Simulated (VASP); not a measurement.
Band structure of CuAu (L1_0). These are TPSS meta-GGA, VASP's PBE PAW potentials (set 64) (plane waves; VASP 6.6.1) values and carry that method's errors.

Unless said otherwise, spin-orbit coupling is left out, though it shifts the bands of the heavy elements here.

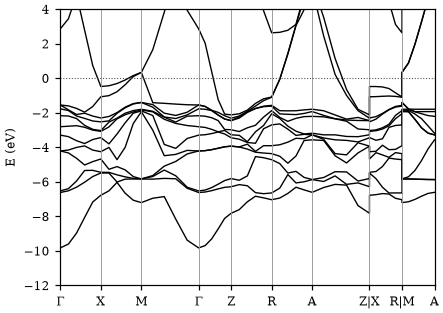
Figure: Bands along high-symmetry lines, zero at the valence-band maximum or, without a gap, the Fermi level

Read the plot: is there a gap, and where are the band edges?

It has no gap at this level: it comes out as a metal or semimetal.

The compound is CuAu in the L1_0 structure. It was relaxed first.
